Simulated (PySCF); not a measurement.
I₄Sn, SMILES [I][Sn]([I])([I])[I] at its B3LYP/def2-SVP optimised geometry (Å):

```
5

I     -1.8143     1.2825     0.0000
Sn    -0.9069    -1.2825     0.0000
I     -1.8135    -2.5583     2.2260
I      1.8143    -1.2825     0.0000
I     -1.8165    -2.5651    -2.2215
```

Method: B3LYP/def2-TZVP, def2 effective core potentials past Kr (PySCF). The core electrons that the potentials of I, Sn replace are not part of the density.

Map of the electron localisation function on the plane z = 1.0 Å:

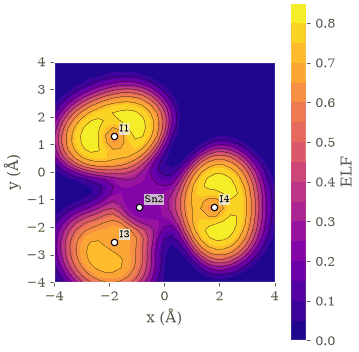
Fig. 1. Electron localisation function on the plane z = 1.0 Å.
